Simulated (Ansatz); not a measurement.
**Run report: CH4Cl2Sn, nudged elastic band**

The run: nudged elastic band of CH4Cl2Sn. Method and program: RKS PBE0/def2-SVP (Ansatz 0.2.0).

One setting was made poor on purpose. It belongs to a series of runs on one base structure; here: band between the two ends.

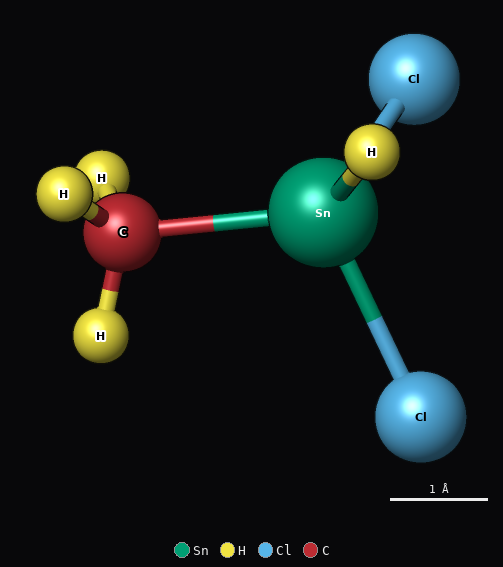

*The input geometry (ball-and-stick view, seen at a tilt). Sticks mark near contacts.*

Bond lengths as drawn: Cl–Sn 2.35 Å, C–H 1.10 Å, C–Sn 2.13 Å and H–Sn 1.71 Å.

Input
```yaml
crystal:
  periodic: [false, false, false]
  atoms:
    - { symbol: Sn, position_ang: [0.092681, -0.078625, 0.31019] }
    - { symbol: H, position_ang: [0.002197, 0.119549, 2.003333] }
    - { symbol: Cl, position_ang: [2.376712, -0.16369, -0.245274] }
    - { symbol: Cl, position_ang: [-0.759273, 1.888486, -0.657279] }
    - { symbol: C, position_ang: [-0.876909, -1.726534, -0.631982] }
    - { symbol: H, position_ang: [-1.434821, -2.310847, 0.111999] }
    - { symbol: H, position_ang: [-1.56439, -1.331502, -1.390865] }
    - { symbol: H, position_ang: [-0.114198, -2.355537, -1.109722] }
basis:
  gaussian: { orbitals: def2-SVP }
hamiltonian:
  xc: pbe0
neb:
  order_check: false
  images: 7
  f_tol: 0.05
  max_iterations: 60
  initial_path: linear
  final_atoms:
    - { symbol: Sn, position_ang: [-1.07031248, -0.25342489, 0.99995169] }
    - { symbol: H, position_ang: [1.38503924, 0.66917852, 0.22061891] }
    - { symbol: Cl, position_ang: [1.86506504, -0.29157849, 1.00978961] }
    - { symbol: Cl, position_ang: [-0.33059922, 1.60209831, -0.5035634] }
    - { symbol: C, position_ang: [-1.02487887, -1.73281886, -0.62061274] }
    - { symbol: H, position_ang: [-0.92131072, -2.75346578, -0.2195113] }
    - { symbol: H, position_ang: [-1.97718125, -1.67374025, -1.17467505] }
    - { symbol: H, position_ang: [-0.20382273, -1.52494856, -1.32159772] }
```

Launch command:
```bash
ansatz run input.yaml --threads 2 --pin off --max-ram 3072MiB --backend cpu --events-out ev --progress --plain --runs-dir out
```

What the program printed
```
Engine: ansatz 0.2.0, aarch64-unknown-linux-gnu
Functional definition: PBE0
  parameter a = 0.25
  parameter kappa = 0.804
  parameter beta = 0.06672455060314922
  exchange = (1 - a)*pbe_x(kappa = kappa, mu = beta*pi^2/3) + a*exact_x
  correlation = pbe_c(beta = beta)
1089 factors; integrals over basis functions are off by at most 3.2e-4 eV
mean field evaluation 1: about -31958.5575 eV, gradient 4.3e1 eV
mean field evaluation 2: about -31955.9086 eV, gradient 5.1e1 eV
mean field evaluation 4: about -31963.2107 eV, gradient 1.3e0 eV
mean field evaluation 8: about -31963.2445 eV, gradient 1.4e-2 eV
mean field -31963.24446604 eV, -1174.6275686616 hartree, gradient 1.8e-5 eV, S^2 0.000000; 0 other end points of the search recorded, 0 dependent functions left out
the calculation of the forces begins
reference -31963.24449429 eV, -1174.6275696998 hartree; 33, 33 occupied and 63, 63 virtual orbitals, 1089 factors
1091 factors; integrals over basis functions are off by at most 8.8e-4 eV
mean field evaluation 16: about -31956.7047 eV, gradient 4.7e1 eV
mean field evaluation 32: about -31962.4946 eV, gradient 2.1e-5 eV
mean field -31962.49458691 eV, -1174.6000111120 hartree, gradient 2.1e-5 eV, S^2 0.000000; 0 other end points of the search recorded, 0 dependent functions left out
[... from here on the field's lines of each further geometry are left out, up to the last ...]
NEB iter   1: max|band force component| = 1.419e1 eV/Å  barrier→ = 5.1456 eV  barrier← = 4.3957 eV  Δτ_max = 0.1979 Å  (237 SCF iters)
NEB iter   2: max|band force component| = 3.391e0 eV/Å  barrier→ = 2.5090 eV  barrier← = 1.7591 eV  Δτ_max = 0.1962 Å  (217 SCF iters)
NEB iter   3: max|band force component| = 1.602e0 eV/Å  barrier→ = 2.0132 eV  barrier← = 1.2633 eV  Δτ_max = 0.2000 Å  (206 SCF iters)
NEB iter   4: max|band force component| = 1.121e0 eV/Å  barrier→ = 1.7579 eV  barrier← = 1.0080 eV  Δτ_max = 0.1987 Å  (206 SCF iters)
NEB iter   5: max|band force component| = 2.442e0 eV/Å  barrier→ = 1.6073 eV  barrier← = 0.8574 eV  Δτ_max = 0.1036 Å  (204 SCF iters)
NEB iter   6: max|band force component| = 5.722e-1 eV/Å  barrier→ = 1.6070 eV  barrier← = 0.8572 eV  Δτ_max = 0.1340 Å  (212 SCF iters)
NEB iter   7: max|band force component| = 1.158e0 eV/Å  barrier→ = 1.7781 eV  barrier← = 1.0282 eV  Δτ_max = 0.0681 Å  (207 SCF iters)
NEB iter   8: max|band force component| = 8.792e-1 eV/Å  barrier→ = 1.7927 eV  barrier← = 1.0428 eV  Δτ_max = 0.0680 Å  (204 SCF iters)
NEB iter   9: max|band force component| = 3.304e-1 eV/Å  barrier→ = 1.8407 eV  barrier← = 1.0908 eV  CI = image 3  Δτ_max = 0.1359 Å  (210 SCF iters)
NEB iter  10: max|band force component| = 2.600e-1 eV/Å  barrier→ = 1.8430 eV  barrier← = 1.0931 eV  CI = image 3  Δτ_max = 0.1369 Å  (211 SCF iters)
NEB iter  11: max|band force component| = 9.975e-2 eV/Å  barrier→ = 1.8424 eV  barrier← = 1.0925 eV  CI = image 3  Δτ_max = 0.1977 Å  (191 SCF iters)
NEB iter  12: max|band force component| = 2.348e-1 eV/Å  barrier→ = 1.8421 eV  barrier← = 1.0922 eV  CI = image 3  Δτ_max = 0.1011 Å  (190 SCF iters)
NEB iter  13: max|band force component| = 3.424e-1 eV/Å  barrier→ = 1.8420 eV  barrier← = 1.0921 eV  CI = image 3  Δτ_max = 0.0500 Å  (190 SCF iters)
NEB iter  14: max|band force component| = 6.477e-2 eV/Å  barrier→ = 1.8418 eV  barrier← = 1.0920 eV  CI = image 3  Δτ_max = 0.0490 Å  (207 SCF iters)
NEB iter  15: max|band force component| = 4.549e-2 eV/Å  barrier→ = 1.8417 eV  barrier← = 1.0918 eV  CI = image 3  Δτ_max = 0.0277 Å  (213 SCF iters)
NEB iter  16: max|band force component| = 7.057e-2 eV/Å  barrier→ = 1.8414 eV  barrier← = 1.0915 eV  CI = image 3  Δτ_max = 0.0833 Å  (31 SCF iters)
NEB iter  17: max|band force component| = 7.672e-2 eV/Å  barrier→ = 1.8411 eV  barrier← = 1.0913 eV  CI = image 3  Δτ_max = 0.0413 Å  (210 SCF iters)
NEB iter  18: max|band force component| = 5.117e-2 eV/Å  barrier→ = 1.8409 eV  barrier← = 1.0910 eV  CI = image 3  Δτ_max = 0.0414 Å  (212 SCF iters)
NEB iter  19: max|band force component| = 5.635e-2 eV/Å  barrier→ = 1.8406 eV  barrier← = 1.0907 eV  CI = image 3  Δτ_max = 0.0208 Å  (206 SCF iters)
NEB iter  20: max|band force component| = 2.759e-2 eV/Å  barrier→ = 1.8404 eV  barrier← = 1.0905 eV  CI = image 3  Δτ_max = 0.0280 Å  (205 SCF iters)
NEB iter  21: max|band force component| = 5.657e-2 eV/Å  barrier→ = 1.8401 eV  barrier← = 1.0903 eV  CI = image 3  Δτ_max = 0.0414 Å  (31 SCF iters)
NEB iter  22: max|band force component| = 2.629e-2 eV/Å  barrier→ = 1.8399 eV  barrier← = 1.0900 eV  CI = image 3  Δτ_max = 0.0295 Å  (204 SCF iters)
NEB iter  23: max|band force component| = 7.313e-2 eV/Å  barrier→ = 1.8396 eV  barrier← = 1.0897 eV  CI = image 3  Δτ_max = 0.0764 Å  (31 SCF iters)
NEB iter  24: max|band force component| = 3.176e-2 eV/Å  barrier→ = 1.8394 eV  barrier← = 1.0895 eV  CI = image 3  Δτ_max = 0.0259 Å  (202 SCF iters)
the calculation of the forces begins
reference -31962.39706939 eV, -1174.5964274094 hartree; 33, 33 occupied and 63, 63 virtual orbitals, 1095 factors
1091 factors; integrals over basis functions are off by at most 7.4e-4 eV
mean field evaluation 1248: about -31961.4050 eV, gradient 2.8e-1 eV
mean field -31961.40529883 eV, -1174.5599805134 hartree, gradient 1.1e-5 eV, S^2 0.000000; 1 other end points of the search recorded, 0 dependent functions left out
the calculation of the forces begins
reference -31961.40532620 eV, -1174.5599815192 hartree; 33, 33 occupied and 63, 63 virtual orbitals, 1091 factors
NEB iter  25: max|band force component| = 4.152e-2 eV/Å  barrier→ = 1.8392 eV  barrier← = 1.0893 eV  CI = image 3  Δτ_max = 0.0000 Å  (218 SCF iters)
```

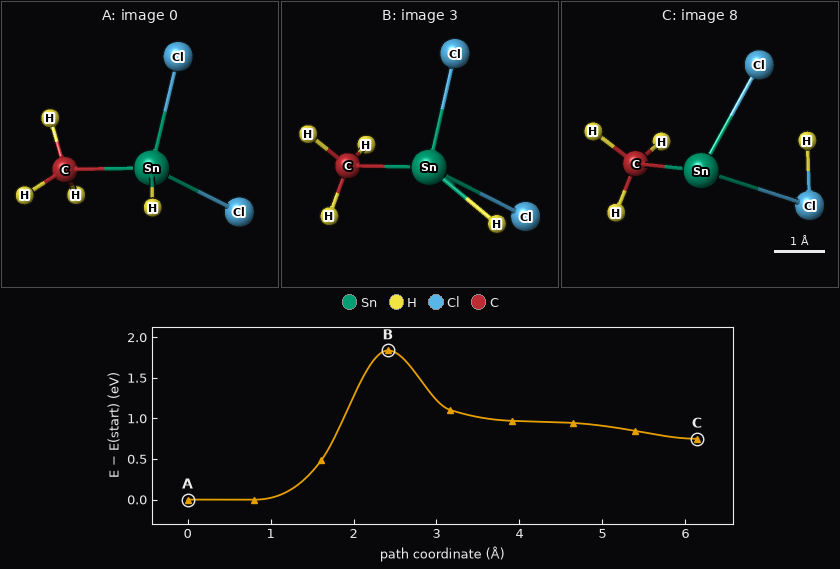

*Images of the last band (counted from 0; ball-and-stick, seen at a tilt) above the energy along the path; the line is a cubic interpolation that uses the forces.*

The highest image is number 3, 1.839 eV above the start and 1.089 eV above the end (the climbing image); the end lies 0.750 eV above the start. The path is 6.14 Å long. The band converged in 25 iterations.

```
Total energy: -31961.40532620 eV, -1174.5599815192 hartree
Atom 0 at    -0.503897    -0.024523     0.488721 Å, force    -0.000388     0.000325    -0.004206 eV/Å
Atom 1 at     0.582094     0.052232     1.911826 Å, force    -0.000281    -0.000178     0.000801 eV/Å
Atom 2 at     2.041885    -0.479853     1.079511 Å, force    -0.000366    -0.000948     0.001286 eV/Å
Atom 3 at    -0.465719     1.851953    -0.958961 Å, force     0.000631    -0.000234     0.000365 eV/Å
Atom 4 at    -0.936567    -1.644529    -0.860699 Å, force     0.005846     0.004007     0.005499 eV/Å
Atom 5 at    -1.021857    -2.584817    -0.299874 Å, force    -0.000092    -0.000470    -0.001669 eV/Å
Atom 6 at    -1.871325    -1.427534    -1.395453 Å, force    -0.001727    -0.003226     0.000238 eV/Å
Atom 7 at    -0.102615    -1.701630    -1.574671 Å, force    -0.003624     0.000724    -0.002315 eV/Å
Dipole moment:    -0.580049    -0.463247     0.118567 e Å
this run last wrote the band of iteration 25 to [file]; this run last wrote the band within `neb.f_tol` of iteration 24 to [file]
```

The last band as extended XYZ (Å, eV, eV/Å)
```
8
Properties=species:S:1:pos:R:3:forces:R:3 image=0 energy=-31963.24447
Sn    0.0927   -0.0786    0.3102    0.0007   0.0044   0.0017
H     0.0022    0.1195    2.0033    0.0022   0.0023  -0.0039
Cl    2.3767   -0.1637   -0.2453   -0.0041   0.0023  -0.0002
Cl   -0.7593    1.8885   -0.6573    0.0058   0.0103   0.0029
C    -0.8769   -1.7265   -0.6320    0.0052  -0.0217   0.0039
H    -1.4348   -2.3108    0.1120   -0.0045  -0.0082   0.0028
H    -1.5644   -1.3315   -1.3909   -0.0114   0.0093  -0.0113
H    -0.1142   -2.3555   -1.1097    0.0061   0.0014   0.0041
8
Properties=species:S:1:pos:R:3:forces:R:3 image=1 energy=-31963.24543
Sn    0.0621   -0.0838    0.3367    0.0054  -0.0010  -0.0010
H    -0.2259    0.1738    1.9991   -0.0075   0.0013   0.0006
Cl    2.3879   -0.3241    0.0838    0.0000  -0.0002  -0.0033
Cl   -0.5276    1.9019   -0.7771    0.0011  -0.0005   0.0018
C    -0.8782   -1.7039   -0.6805   -0.0038   0.0002   0.0043
H    -1.1171   -2.5063    0.0308    0.0027   0.0002   0.0003
H    -1.7966   -1.3385   -1.1591    0.0015   0.0016   0.0009
H    -0.1825   -2.0779   -1.4431    0.0007  -0.0015  -0.0036
8
Properties=species:S:1:pos:R:3:forces:R:3 image=2 energy=-31962.76232
Sn   -0.1114   -0.0834    0.4113    0.7489  -0.1446  -0.1474
H     0.1417    0.2438    2.0431   -1.0785   0.2627   0.3908
Cl    2.2292   -0.4999    0.6139    0.2221  -0.1406  -0.6527
Cl   -0.5207    1.8227   -0.9196    0.0379  -0.0206   0.1787
C    -0.9346   -1.6635   -0.7719    0.0719   0.0296   0.0597
H    -1.0291   -2.5902   -0.1932   -0.0102  -0.0177   0.0440
H    -1.8892   -1.3966   -1.2468    0.0506   0.1105   0.1428
H    -0.1639   -1.7915   -1.5464   -0.0428  -0.0793  -0.0159
8
Properties=species:S:1:pos:R:3:forces:R:3 image=3 energy=-31961.40530
Sn   -0.5039   -0.0245    0.4887   -0.0004   0.0003  -0.0042
H     0.5821    0.0522    1.9118   -0.0003  -0.0002   0.0008
Cl    2.0419   -0.4799    1.0795   -0.0004  -0.0009   0.0013
Cl   -0.4657    1.8520   -0.9590    0.0006  -0.0002   0.0004
C    -0.9366   -1.6445   -0.8607    0.0058   0.0040   0.0055
H    -1.0219   -2.5848   -0.2999   -0.0001  -0.0005  -0.0017
H    -1.8713   -1.4275   -1.3955   -0.0017  -0.0032   0.0002
H    -0.1026   -1.7016   -1.5747   -0.0036   0.0007  -0.0023
8
Properties=species:S:1:pos:R:3:forces:R:3 image=4 energy=-31962.13758
Sn   -0.9370    0.0170    0.5168   -0.2020   0.0328   0.0004
H     1.0362   -0.0763    2.1345    0.2494  -0.0209   0.0905
Cl    1.9525   -0.5003    1.3124   -0.0219  -0.0010   0.0814
Cl   -0.4989    1.8290   -0.9987   -0.0033  -0.0232  -0.0744
C    -0.9419   -1.6030   -0.9516   -0.0086   0.0151  -0.0227
H    -1.0143   -2.5759   -0.4409    0.0002   0.0071  -0.0269
H    -1.8283   -1.4657   -1.5916   -0.0025  -0.0455  -0.0519
H    -0.0463   -1.5835   -1.5905   -0.0114   0.0357   0.0036
8
Properties=species:S:1:pos:R:3:forces:R:3 image=5 energy=-31962.27334
Sn   -1.2185   -0.0573    0.5171   -0.0252  -0.0111   0.0147
H     1.5292    0.0914    2.4023    0.0404   0.0203   0.0290
Cl    1.6860   -0.5904    1.3206   -0.0226  -0.0180  -0.0058
Cl   -0.6506    1.7802   -0.9420    0.0070   0.0097  -0.0170
C    -0.9292   -1.6029   -1.0179   -0.0265   0.0125  -0.0068
H    -0.8950   -2.6108   -0.5764    0.0138  -0.0104  -0.0019
H    -1.7843   -1.5542   -1.7129   -0.0019  -0.0075  -0.0057
H    -0.0155   -1.4147   -1.6003    0.0149   0.0046  -0.0064
8
Properties=species:S:1:pos:R:3:forces:R:3 image=6 energy=-31962.29980
Sn   -1.3344   -0.2425    0.6313   -0.0149  -0.0156   0.0148
H     1.7076    0.4796    1.9124    0.0112   0.0251  -0.0371
Cl    1.6062   -0.7080    1.4205   -0.0220  -0.0070   0.0230
Cl   -0.6359    1.7355   -0.5794    0.0232  -0.0070   0.0181
C    -0.9413   -1.6315   -1.0267   -0.0156   0.0081  -0.0057
H    -0.8187   -2.6647   -0.6652    0.0094   0.0004  -0.0063
H    -1.8092   -1.6064   -1.7077    0.0072  -0.0014  -0.0052
H    -0.0523   -1.3207   -1.5947    0.0016  -0.0026  -0.0016
8
Properties=species:S:1:pos:R:3:forces:R:3 image=7 energy=-31962.39704
Sn   -1.3314   -0.3813    0.7651   -0.0149  -0.0396   0.0152
H     1.5895    0.6036    1.2834   -0.0597   0.0593  -0.1427
Cl    1.6289   -0.6688    1.5148   -0.0214  -0.0278   0.0658
Cl   -0.4541    1.6667   -0.2354    0.0821  -0.0027   0.0635
C    -0.9591   -1.6330   -1.0023   -0.0075  -0.0054   0.0002
H    -0.7897   -2.6811   -0.7068    0.0112   0.0100  -0.0141
H    -1.8581   -1.6023   -1.6425    0.0118   0.0076  -0.0013
H    -0.1039   -1.2626   -1.5858   -0.0017  -0.0014   0.0134
8
Properties=species:S:1:pos:R:3:forces:R:3 image=8 energy=-31962.49459
Sn   -1.2647   -0.5116    0.9331   -0.0001   0.0047  -0.0016
H     1.2564    0.5392    0.7692    0.0009  -0.0031   0.0011
Cl    1.6316   -0.5686    1.4082    0.0009   0.0021  -0.0019
Cl   -0.3477    1.6135   -0.0122   -0.0024  -0.0018   0.0014
C    -0.9208   -1.6184   -0.9307    0.0013  -0.0051   0.0031
H    -0.8537   -2.7011   -0.7393    0.0003  -0.0008  -0.0009
H    -1.7742   -1.4387   -1.6066   -0.0026   0.0026  -0.0025
H    -0.0049   -1.2730   -1.4313    0.0016   0.0013   0.0012
```

Results in brief

```tsv
quantity	value
outcome	converged
barrier, forward	1.839 eV
barrier, backward	1.089 eV
hardware	2 threads of Arm Neoverse V1, 24 GiB of memory available, shared host
wall time	7 min (CPU time 13 min)
peak memory	0.25 GiB
```

Remarks

A deliberately poor setting: straight start. The order of the saddle point was not checked.
